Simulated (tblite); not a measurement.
# C8H10OSi: the cost of one run

Computed with tblite 0.8.0 and PySCF 2.14.0, with density-fitted response routines of our own, on a single molecule in the gas phase. Atoms count from 0, in the outputs and in this text.

**1. The starting structure**

20 atoms, charge 0, multiplicity 1; geometry from: force field or distance geometry start.

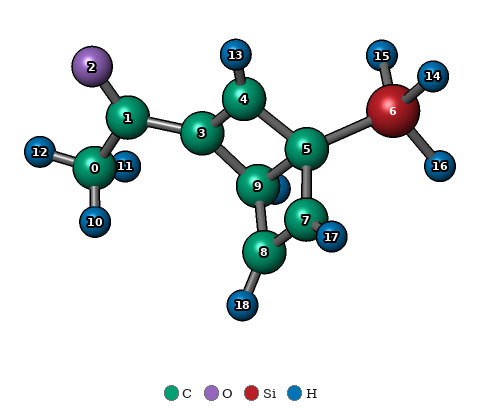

The starting geometry (carbon teal, oxygen purple, silicon red, hydrogen blue), atoms numbered.

**2. Relaxing the molecule with GFN2-xTB**

What the job is given:

```
{"job": {"kind": "relax", "xc": "GFN2-xTB", "basis": "xTB"}, "charge": 0, "multiplicity": 1}
C      3.102400    -0.087700     0.144300
C      1.964700     0.048400     1.132400
O      2.224400     0.117300     2.348400
C      0.611600     0.067900     0.545000
C     -0.574800     0.223900     1.178600
C     -1.357700     0.127100    -0.133500
Si    -2.649900    -1.211000    -0.321800
C     -1.467200     1.399000    -0.953000
C     -0.276400     1.214500    -1.564300
C      0.011000    -0.071900    -0.816100
H      3.071600     0.758000    -0.550600
H      2.994500    -1.028500    -0.402500
H      4.048400    -0.081500     0.680400
H     -0.856000     0.386400     2.204500
H     -3.903600    -0.865500     0.415200
H     -2.167000    -2.519000     0.213700
H     -3.011500    -1.427700    -1.741100
H     -2.241000     2.157400    -1.021800
H      0.275800     1.787700    -2.299100
H      0.195400    -0.984000    -1.387000
```

Launch:

```sh
$ OMP_NUM_THREADS=1 python probes_run.py task.json out
```

One launch serves the whole session: the jobs run in the order shown.

Q: Estimate the wall time and peak memory of this first job on 1 thread of Arm Neoverse N1, shared host.

About 1.2 s, with a peak of 0.18 GiB.
